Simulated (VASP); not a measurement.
# Ni2SeS: structure and properties in VASP, part 4 of 5

Wanted: the relaxed cell of Ni2SeS and its properties. The cell is invented: it takes the structure of a Materials Project entry for Mg2SeS (space group 115 there), with some of its atoms replaced by other elements, volume scaled by an estimate. It may not be a known or stable phase. Left out of this account: 1 further run (bands with AM05: it shows nothing beyond the runs told).

VASP 6.6.1; AM05, spin-polarised from a ferromagnetic start; plane waves and PAW (Se, Ni, S); invented cell.

So far. Step 4 (Single point with fields (AM05)): In this run the pressure is -0.04 GPa, small enough to go on. Step 5 (Band structure (AM05)): There is no gap at this level.

## (6) Total and projected DOS (AM05)

Here the states are counted by energy and projected on the atoms. The mesh is finer than in the run before.

INCAR

```
SYSTEM = Ni2SeS
PREC = Accurate
ENCUT = 400
EDIFF = 1E-06
NELM = 100
ISMEAR = -5
SIGMA = 0.05
LREAL = .FALSE.
ALGO = Normal
GGA = AM
NBANDS = 32
ISPIN = 2
MAGMOM = 0 1 1 0
LMAXMIX = 4
LORBIT = 11
LWAVE = .FALSE.
LCHARG = .FALSE.
KPAR = 2
NEDOS = 2001
```

POSCAR

```
Ni2SeS
1.0
    3.7190135103      0.0000000000      0.0000000000
    0.0000000000      3.7190135103      0.0000000000
    0.0000000000      0.0000000000      4.7772487220
Se Ni S
1 2 1
Direct
    0.5000000000      0.5000000000      0.0000000000
    0.5000000000      0.0000000000      0.2817786013
    0.0000000000      0.5000000000      0.7182213987
    0.0000000000      0.0000000000      0.5000000000
```

KPOINTS

```
Automatic mesh
0
Gamma
9 9 7
0 0 0
```

PAW data sets: Se, Ni and S (PBE family, release 64).

The run is started by

```
$ mpirun -np 2 vasp_std
```

Log:

```text
[... set-up lines as in an earlier step ...]
 entering main loop
       N       E                     dE             d eps       ncg     rms          rms(c)
DAV:   1     0.202978373773E+03    0.20298E+03   -0.11465E+04  7680   0.921E+02
DAV:   2    -0.437698038892E+01   -0.20736E+03   -0.18751E+03  8096   0.235E+02
DAV:   3    -0.227488397972E+02   -0.18372E+02   -0.17651E+02  9264   0.772E+01
DAV:   4    -0.231409582024E+02   -0.39212E+00   -0.39099E+00  8832   0.116E+01
DAV:   5    -0.231489800078E+02   -0.80218E-02   -0.80189E-02 10064   0.165E+00    0.182E+01
DAV:   6    -0.256784199827E+02   -0.25294E+01   -0.20095E+01  8984   0.839E+01    0.242E+01
DAV:   7    -0.206286778478E+02    0.50497E+01   -0.87791E+00  9616   0.621E+01    0.541E+00
DAV:   8    -0.206661069944E+02   -0.37429E-01   -0.49294E-01  9832   0.547E+00    0.255E+00
DAV:   9    -0.206565748688E+02    0.95321E-02   -0.44763E-02 10544   0.252E+00    0.725E-01
DAV:  10    -0.206568946172E+02   -0.31975E-03   -0.36925E-03 10768   0.362E-01    0.245E-01
DAV:  11    -0.206568479274E+02    0.46690E-04   -0.36401E-04 10456   0.137E-01    0.125E-01
DAV:  12    -0.206569153245E+02   -0.67397E-04   -0.14233E-04  9896   0.110E-01    0.316E-02
DAV:  13    -0.206569362420E+02   -0.20917E-04   -0.30211E-05  9248   0.306E-02    0.163E-02
DAV:  14    -0.206569386745E+02   -0.24326E-05   -0.23748E-06  8376   0.140E-02    0.677E-03
DAV:  15    -0.206569386031E+02    0.71400E-07   -0.17191E-06  8264   0.864E-03
   1 F= -.20656939E+02 E0= -.20656939E+02  d E =0.000000E+00  mag=     0.0002
 -----------------------------------------------------------------------------
|                                                                             |
|           W    W    AA    RRRRR   N    N  II  N    N   GGGG   !!!           |
|           W    W   A  A   R    R  NN   N  II  NN   N  G    G  !!!           |
|           W    W  A    A  R    R  N N  N  II  N N  N  G       !!!           |
|           W WW W  AAAAAA  RRRRR   N  N N  II  N  N N  G  GGG   !            |
|           WW  WW  A    A  R   R   N   NN  II  N   NN  G    G                |
|           W    W  A    A  R    R  N    N  II  N    N   GGGG   !!!           |
|                                                                             |
|     Tetrahedron method does not include variations of the Fermi             |
|     occupations, so forces and stress will be inaccurate. We suggest        |
|     using a different smearing scheme ISMEAR = 1 or 2 for metals in         |
|     relaxations.                                                            |
|                                                                             |
 -----------------------------------------------------------------------------
```

Run time: 82 s. Hardware: 2 MPI ranks of AMD EPYC 7R43, shared host; peak memory 0.46 GiB.

From OUTCAR (step 6):

```text
   k-points           NKPTS =     60   k-points in BZ     NKDIM =     60   number of bands    NBANDS=     32

   NELECT =      32.0000    total number of electrons

 E-fermi :   5.9477

 spin component 1
 k-point     1 :       0.0000    0.0000    0.0000
  band No.  band energies     occupation
    ...
     11       4.1626      1.00000
     12       4.2083      1.00000
     13       4.5577      1.00000
     14       4.7673      1.00000
     15       4.7673      1.00000
     16       7.8606      0.00000
     17       7.8606      0.00000
     18       8.0054      0.00000
     19       9.5501      0.00000
     20       9.7309      0.00000
    ...

 k-point     2 :       0.1111    0.0000    0.0000
  band No.  band energies     occupation
    ...
     11       4.1504      1.00000
     12       4.1636      1.00000
     13       4.3393      1.00000
     14       4.8929      1.00000
     15       4.9212      1.00000
     16       7.2955      0.00000
     17       7.7557      0.00000
     18       7.7978      0.00000
     19       9.8486      0.00000
     20      10.2252      0.00000
    ...

  Total       -0.0469391     -0.0469391      0.2751047      0.0000000      0.0000000     -0.0000000
  in kB       -1.1381821     -1.1381821      6.6707577      0.0000000      0.0000000     -0.0000000
  external PRESSURE =       1.4647979 kB  Pullay stress =       0.0000000 kB

 POSITION                                       TOTAL-FORCE (eV/Angst)
 -----------------------------------------------------------------------------------
      1.85951      1.85951      0.00000        -0.000000      0.000000      0.000000
      1.85951      0.00000      1.34613        -0.000000     -0.000000     -0.004049
      0.00000      1.85951      3.43112         0.000000     -0.000000      0.004049
      0.00000      0.00000      2.38862        -0.000000     -0.000000      0.000000
 -----------------------------------------------------------------------------------
    total drift:                                0.000000      0.000000      0.000000

  FREE ENERGIE OF THE ION-ELECTRON SYSTEM (eV)
  ---------------------------------------------------
  free  energy   TOTEN  =       -20.6569386031 eV

  energy  without entropy=      -20.6569386031  energy(sigma->0) =      -20.65693860

 magnetization (x)
# of ion       s       p       d       tot
------------------------------------------
    1       -0.000   0.000   0.000   0.000
    2        0.000   0.000   0.000   0.000
    3        0.000   0.000   0.000   0.000
    4       -0.000   0.000   0.000   0.000
--------------------------------------------------
tot          0.000   0.000   0.000   0.000

[... 6 parts as in an earlier step ...]

[... 15 further parts left out ...]
```

With tetrahedra the forces and stress of a metal are not exact derivatives of the energy.

This step gave:

```
SCF cycles             : 15
irreducible k-points   : 60
free energy (TOTEN)    : -20.66 eV
Fermi energy           : 5.948 eV
pressure               : 0.1465 GPa
DOS at the Fermi level : 4.331 states/eV/cell
```

The density of states has structure finer than the step of the table below, so its rows give means over 1 eV, whole bins alone (the curve runs from -12.0 to 7.18 eV). Peaks (eV: height): total -3.8: 15.4, -2.2: 14.8, -1.8: 25.1, -1.6: 10.4; Ni d -2.4: 8.29, -2.2: 12.6, -1.8: 23.2, -1.6: 8.76; Se p -5.8: 0.718, -4.3: 1.51, -4.0: 2.08, -3.8: 3.85; S p -5.8: 1.40, -4.8: 2.03, -3.9: 0.774, -3.7: 1.13.

States under -12.0 eV and over 7.2 eV are left out; both spin channels agree and are summed. Density of states against energy, zero at the Fermi level; means over each step; values in states/eV/cell:

```tsv
energy (eV)	total	Ni d	Se p	S p
-8	0	0	0	0
-7	0.0108	3.3e-4	0.00102	0.00260
-6	3.26	0.416	0.345	0.755
-5	2.78	0.818	0.216	0.733
-4	5.58	2.27	1.28	0.517
-3	0.00784	0.00133	4.0e-4	0.00300
-2	10.1	8.91	0.0683	0.0384
-1	4.02	2.99	0.146	0.150
0	3.80	2.23	0.366	0.306
1	2.03	0.994	0.314	0.241
2	0.221	0.104	0.0394	0.0351
3	0	0	0	0
4	0.200	0.0347	0.00277	0.00387
5	1.84	0.191	0.0423	0.0537
6	2.25	0.237	0.0728	0.0809
```

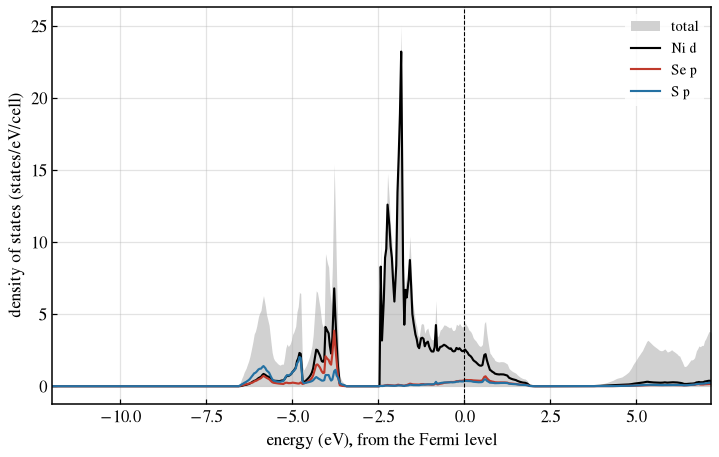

Density of states, plotted against energy.

The finer mesh and the other smearing move the Fermi level by +0.04 eV from the 6×6×5 run, a small shift, which tests the Fermi level alone. Of the states within 0.3 eV of the Fermi level, the largest shares in the PAW spheres are Ni d 58 %, Se p 10 % and S p 8 %. The rest lies in smaller channels or between the spheres.

## (7) Volume scan with AM05

An equation of state needs energies on both sides of the minimum, all on one mesh and cutoff.

Changes to INCAR since step 6:

```diff
@@ -5,3 +5,3 @@
 NELM = 100
-ISMEAR = -5
+ISMEAR = 0
 SIGMA = 0.05
@@ -10,3 +10,3 @@
 GGA = AM
-NBANDS = 32
+NBANDS = 24
 ISPIN = 2
@@ -18,2 +18,2 @@
 KPAR = 2
-NEDOS = 2001
+ISIF = 2
```

POSCAR

```
Ni2SeS
1.0
    3.6430939728      0.0000000000      0.0000000000
    0.0000000000      3.6430939728      0.0000000000
    0.0000000000      0.0000000000      4.6797264860
Se Ni S
1 2 1
Direct
    0.5000000000      0.5000000000      0.0000000000
    0.5000000000      0.0000000000      0.2817786013
    0.0000000000      0.5000000000      0.7182213987
    0.0000000000      0.0000000000      0.5000000000
```

KPOINTS

```
Automatic mesh
0
Gamma
6 6 5
0 0 0
```

The run is started by

```
$ mpirun -np 2 vasp_std
```

Log:

```text
[... set-up lines as in an earlier step ...]
 entering main loop
       N       E                     dE             d eps       ncg     rms          rms(c)
DAV:   1     0.193628588449E+03    0.19363E+03   -0.12320E+04  2880   0.124E+03
DAV:   2    -0.717102752214E+01   -0.20080E+03   -0.18778E+03  3024   0.282E+02
DAV:   3    -0.226520873574E+02   -0.15481E+02   -0.15158E+02  3656   0.911E+01
DAV:   4    -0.230237718946E+02   -0.37168E+00   -0.37119E+00  3312   0.148E+01
DAV:   5    -0.230353505770E+02   -0.11579E-01   -0.11575E-01  3712   0.256E+00    0.195E+01
DAV:   6    -0.251207250117E+02   -0.20854E+01   -0.34955E+01  3376   0.112E+02    0.230E+01
DAV:   7    -0.204804955218E+02    0.46402E+01   -0.12131E+01  3376   0.832E+01    0.640E+00
DAV:   8    -0.206174997351E+02   -0.13700E+00   -0.15005E+00  3640   0.891E+00    0.285E+00
DAV:   9    -0.205833266065E+02    0.34173E-01   -0.65801E-02  4000   0.440E+00    0.110E+00
DAV:  10    -0.205841927680E+02   -0.86616E-03   -0.10071E-02  4008   0.987E-01    0.531E-01
DAV:  11    -0.205841078789E+02    0.84889E-04   -0.29391E-03  4416   0.633E-01    0.123E-01
DAV:  12    -0.205842182738E+02   -0.11039E-03   -0.61856E-04  3680   0.233E-01    0.485E-02
DAV:  13    -0.205842376362E+02   -0.19362E-04   -0.42511E-05  3552   0.600E-02    0.268E-02
DAV:  14    -0.205842430684E+02   -0.54322E-05   -0.77342E-06  3680   0.278E-02    0.149E-02
DAV:  15    -0.205842450923E+02   -0.20239E-05   -0.37695E-06  3208   0.164E-02    0.787E-03
DAV:  16    -0.205842455427E+02   -0.45047E-06   -0.67099E-07  2360   0.964E-03
   1 F= -.20584246E+02 E0= -.20583119E+02  d E =-.225405E-02  mag=     0.0000
```

Wall time 36 s (2 MPI ranks); peak memory 0.31 GiB; 69 s of CPU time.

Parts of OUTCAR (step 7):

```text
   ENCUT  =  400.0 eV  29.40 Ry    5.42 a.u.   5.94  5.94  7.63*2*pi/ulx,y,z

   NELECT =      32.0000    total number of electrons

 E-fermi :   6.6552

 spin component 1
 k-point     1 :       0.0000    0.0000    0.0000
  band No.  band energies     occupation
    ...
     11       4.7247      1.00000
     12       4.7679      1.00000
     13       5.1841      1.00000
     14       5.3819      1.00000
     15       5.3819      1.00000
     16       8.8116      0.00000
     17       8.8116      0.00000
     18       8.9514      0.00000
     19      10.3697      0.00000
     20      10.7781      0.00000
    ...

 k-point     2 :       0.1667    0.0000    0.0000
  band No.  band energies     occupation
    ...
     11       4.6740      1.00000
     12       4.6862      1.00000
     13       4.9187      1.00000
     14       5.6026      1.00000
     15       5.6765      1.00000
     16       7.7305      0.00000
     17       8.3180      0.00000
     18       8.6515      0.00000
     19      10.8454      0.00000
     20      11.7406      0.00000
    ...

  Total        3.2687418      3.2687418      2.7670798      0.0000000      0.0000000      0.0000000
  in kB       84.3198791     84.3198791     71.3790979      0.0000000      0.0000000      0.0000000
  external PRESSURE =      80.0062854 kB  Pullay stress =       0.0000000 kB

 POSITION                                       TOTAL-FORCE (eV/Angst)
 -----------------------------------------------------------------------------------
      1.82155      1.82155      0.00000         0.000000     -0.000000      0.000000
      1.82155      0.00000      1.31865        -0.000000      0.000000     -0.011043
      0.00000      1.82155      3.36108         0.000000      0.000000      0.011043
      0.00000      0.00000      2.33986         0.000000      0.000000      0.000000
 -----------------------------------------------------------------------------------
    total drift:                                0.000000      0.000000      0.000000

  FREE ENERGIE OF THE ION-ELECTRON SYSTEM (eV)
  ---------------------------------------------------
  free  energy   TOTEN  =       -20.5842455427 eV

  energy  without entropy=      -20.5819914889  energy(sigma->0) =      -20.58311852

 magnetization (x)
# of ion       s       p       d       tot
------------------------------------------
    1        0.000  -0.000   0.000  -0.000
    2        0.000   0.000   0.000   0.000
    3        0.000   0.000   0.000   0.000
    4        0.000  -0.000   0.000  -0.000
--------------------------------------------------
tot          0.000  -0.000   0.000   0.000

[... 4 parts as in an earlier step ...]

[... 17 further parts left out ...]
```

The scan keeps the cell's shape and the fractional positions fixed.

Numbers from this step:

| Item | Value |
| --- | --- |
| SCF cycles | 16 |
| bands | 24 |
| irreducible k-points | 30 |
| free energy (TOTEN) | -20.58 eV |
| energy at zero smearing | -20.58 eV |
| Fermi energy | 6.655 eV |
| pressure | 8.001 GPa |

The pressure here is 8.00 GPa.

## (8) Volume scan with AM05 (run 2)

INCAR is that of step 7.

POSCAR

```
Ni2SeS
1.0
    3.6687504095      0.0000000000      0.0000000000
    0.0000000000      3.6687504095      0.0000000000
    0.0000000000      0.0000000000      4.7126833921
Se Ni S
1 2 1
Direct
    0.5000000000      0.5000000000      0.0000000000
    0.5000000000      0.0000000000      0.2817786013
    0.0000000000      0.5000000000      0.7182213987
    0.0000000000      0.0000000000      0.5000000000
```

KPOINTS is that of step 7.

The run is started by

```
$ mpirun -np 2 vasp_std
```

Log:

```text
[... set-up lines as in an earlier step ...]
 entering main loop
       N       E                     dE             d eps       ncg     rms          rms(c)
DAV:   1     0.191571280225E+03    0.19157E+03   -0.12368E+04  2880   0.124E+03
DAV:   2    -0.725064489228E+01   -0.19882E+03   -0.18569E+03  3024   0.279E+02
DAV:   3    -0.227042375369E+02   -0.15454E+02   -0.15109E+02  3656   0.906E+01
DAV:   4    -0.230774901857E+02   -0.37325E+00   -0.37283E+00  3288   0.148E+01
DAV:   5    -0.230887299151E+02   -0.11240E-01   -0.11237E-01  3688   0.252E+00    0.190E+01
DAV:   6    -0.252990565433E+02   -0.22103E+01   -0.35428E+01  3368   0.112E+02    0.234E+01
DAV:   7    -0.205236379863E+02    0.47754E+01   -0.12192E+01  3384   0.830E+01    0.628E+00
DAV:   8    -0.206711018476E+02   -0.14746E+00   -0.15527E+00  3656   0.923E+00    0.278E+00
DAV:   9    -0.206380161365E+02    0.33086E-01   -0.67428E-02  4008   0.427E+00    0.113E+00
DAV:  10    -0.206394199895E+02   -0.14039E-02   -0.89741E-03  3944   0.894E-01    0.567E-01
DAV:  11    -0.206393273590E+02    0.92630E-04   -0.32004E-03  4376   0.702E-01    0.126E-01
DAV:  12    -0.206394697685E+02   -0.14241E-03   -0.89632E-04  3632   0.260E-01    0.469E-02
DAV:  13    -0.206394883763E+02   -0.18608E-04   -0.49677E-05  3648   0.667E-02    0.256E-02
DAV:  14    -0.206394929394E+02   -0.45631E-05   -0.86733E-06  3872   0.311E-02    0.191E-02
DAV:  15    -0.206394952179E+02   -0.22785E-05   -0.56949E-06  3624   0.221E-02    0.924E-03
DAV:  16    -0.206394957716E+02   -0.55376E-06   -0.79974E-07  2440   0.973E-03
   1 F= -.20639496E+02 E0= -.20638340E+02  d E =-.231239E-02  mag=     0.0001
```

Wall time 36 s (2 MPI ranks); peak memory 0.3 GiB.

Parts of OUTCAR (step 8):

```text
   ENCUT  =  400.0 eV  29.40 Ry    5.42 a.u.   5.98  5.98  7.69*2*pi/ulx,y,z

   NELECT =      32.0000    total number of electrons

 E-fermi :   6.3960

 spin component 1
 k-point     1 :       0.0000    0.0000    0.0000
  band No.  band energies     occupation
    ...
     11       4.5320      1.00000
     12       4.5705      1.00000
     13       4.9686      1.00000
     14       5.1700      1.00000
     15       5.1700      1.00000
     16       8.4812      0.00000
     17       8.4812      0.00000
     18       8.6187      0.00000
     19      10.0972      0.00000
     20      10.3999      0.00000
    ...

 k-point     2 :       0.1667    0.0000    0.0000
  band No.  band energies     occupation
    ...
     11       4.4805      1.00000
     12       4.4956      1.00000
     13       4.7144      1.00000
     14       5.3777      1.00000
     15       5.4536      1.00000
     16       7.4271      0.00000
     17       8.0103      0.00000
     18       8.3261      0.00000
     19      10.5732      0.00000
     20      11.3601      0.00000
    ...

  Total        2.0932928      2.0932928      1.7589363      0.0000000      0.0000000     -0.0000000
  in kB       52.8732459     52.8732459     44.4279317      0.0000000      0.0000000     -0.0000000
  external PRESSURE =      50.0581412 kB  Pullay stress =       0.0000000 kB

 POSITION                                       TOTAL-FORCE (eV/Angst)
 -----------------------------------------------------------------------------------
      1.83438      1.83438      0.00000         0.000000      0.000000      0.000000
      1.83438      0.00000      1.32793         0.000000     -0.000000     -0.004894
      0.00000      1.83438      3.38475         0.000000     -0.000000      0.004894
      0.00000      0.00000      2.35634        -0.000000     -0.000000      0.000000
 -----------------------------------------------------------------------------------
    total drift:                                0.000000      0.000000      0.000000

  FREE ENERGIE OF THE ION-ELECTRON SYSTEM (eV)
  ---------------------------------------------------
  free  energy   TOTEN  =       -20.6394957716 eV

  energy  without entropy=      -20.6371833811  energy(sigma->0) =      -20.63833958

 magnetization (x)
# of ion       s       p       d       tot
------------------------------------------
    1        0.000  -0.000   0.000  -0.000
    2        0.000   0.000   0.000   0.000
    3        0.000   0.000   0.000   0.000
    4       -0.000  -0.000   0.000  -0.000
--------------------------------------------------
tot          0.000  -0.000   0.000   0.000

[... 4 parts as in an earlier step ...]

[... 17 further parts left out ...]
```

This step gave:

| Property | Result |
| --- | --- |
| free energy (TOTEN) | -20.64 eV |
| energy at zero smearing | -20.64 eV |
| Fermi energy | 6.396 eV |
| pressure | 5.006 GPa |

The pressure falls from 8.00 to 5.01 GPa.

The run ends at a pressure of 5.01 GPa, with forces up to 0.0049 eV/Å.

[end of part 4 of 5]

[Lines on the potential files, build, host, timing and source positions are cut from VASP's logs without a mark.]

[Logs are printed without paths, hosts, clocks, repeated set-up lines and the standing remarks that a program may print on its own settings, such as how far it seeks lower states.]

[Hosts, paths, dates, database ids (printed as entryN), source tags and the programs' standing remarks are cut or masked in the printed files.]

[A measured line is paired with the nearest computed mode of its activity, which favours agreement.]
